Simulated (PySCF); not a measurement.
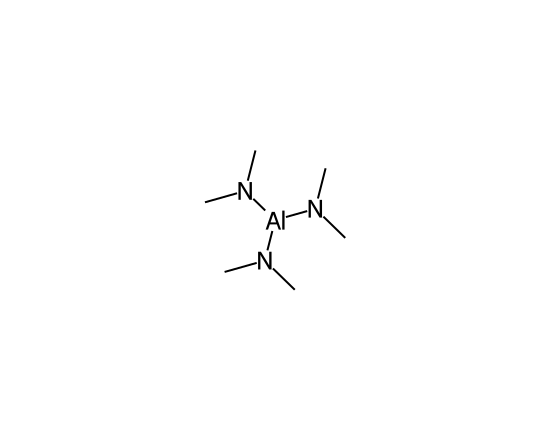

Structural formula above. The geometry was computed by an optimisation with PBE0-D3(BJ)/def2-SVP. No frequency run is at hand to confirm it as a minimum.

What does the molecule look like in three dimensions?

Formula C6H18AlN3. Its SMILES string is `C[N](C)[Al]([N](C)C)[N](C)C`. This geometry has D3 symmetry. Coordination: 6 C tetrahedral; 3 N trigonal planar; 1 Al trigonal planar.

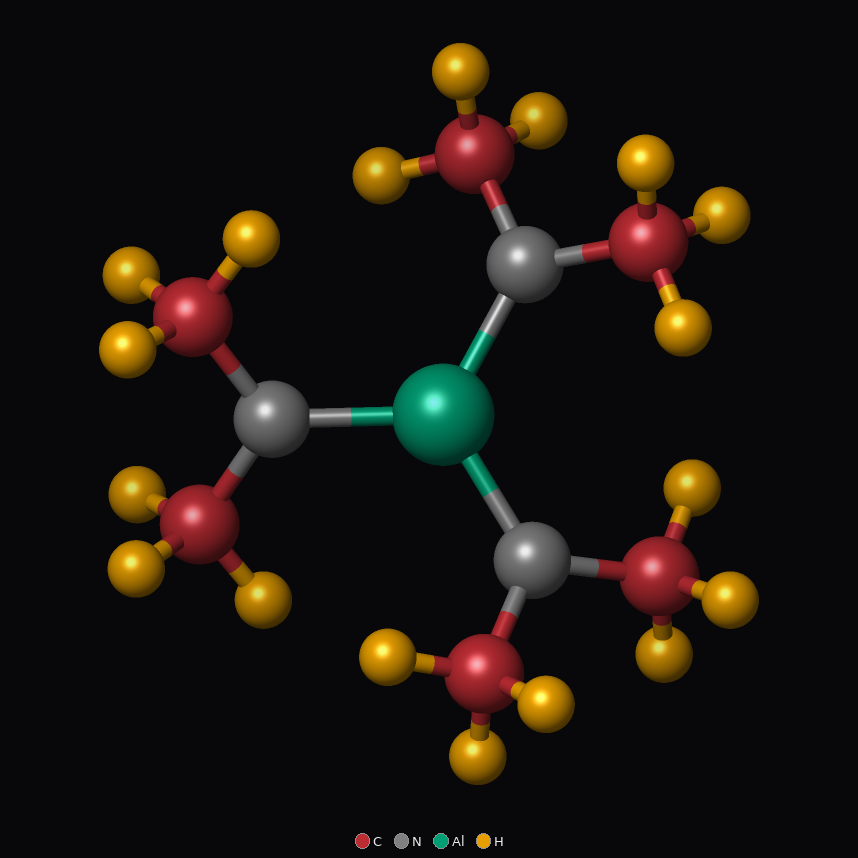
